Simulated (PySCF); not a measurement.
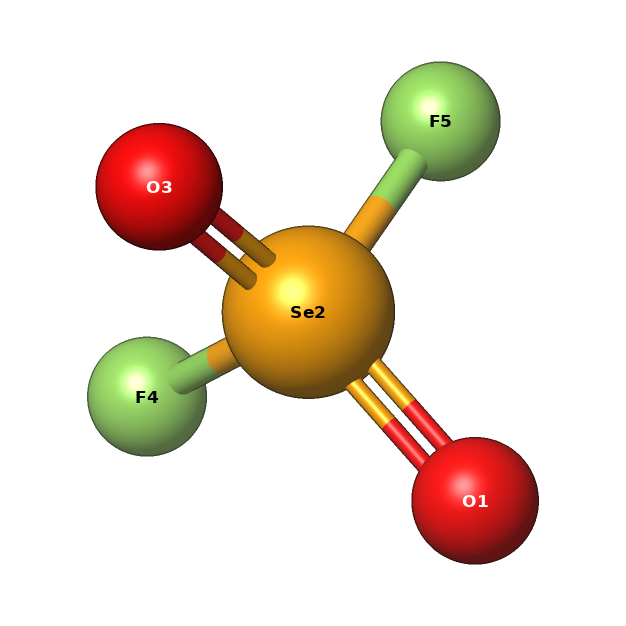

Computed geometry: PBE0-D3(BJ)/def2-SVP optimisation. No frequency run is at hand to confirm it as a minimum. Method: B3LYP/pcJ-1 (pcSseg-1 on Se) indirect spin-spin coupling, non-relativistic, gas phase (PySCF 2.14.0). Isotopes: 19F, 17O.

Give the spin–spin coupling constants of these pairs, with the number of bonds between them: O1/F4, O1/F5, O3/F4, F4/F5.

| pair | bonds apart | J (Hz) |
| --- | --- | --- |
| O1, F4 | 2 | 46.1 |
| O1, F5 | 2 | 45.9 |
| O3, F4 | 2 | 45.9 |
| F4, F5 | 2 | −238.9 |

Density functionals are unreliable for couplings to fluorine, so those rows may be far off.
